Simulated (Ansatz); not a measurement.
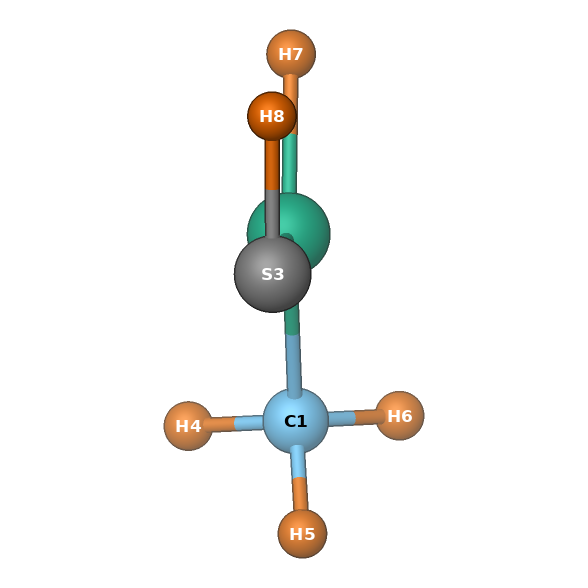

Al2 lies behind S3. The molecule seen nearly along the S3–Al2 bond, S3 in front. Distant atoms are faded towards the background colour. The computed structure is the end point of a PBE-D4/def2-SVP optimisation. No frequency run is at hand to confirm it as a minimum.

### What is the torsion angle H8–S3–Al2–C1? The sign is positive where the front bond must turn clockwise to cover the back bond.

180°, antiperiplanar (anti).
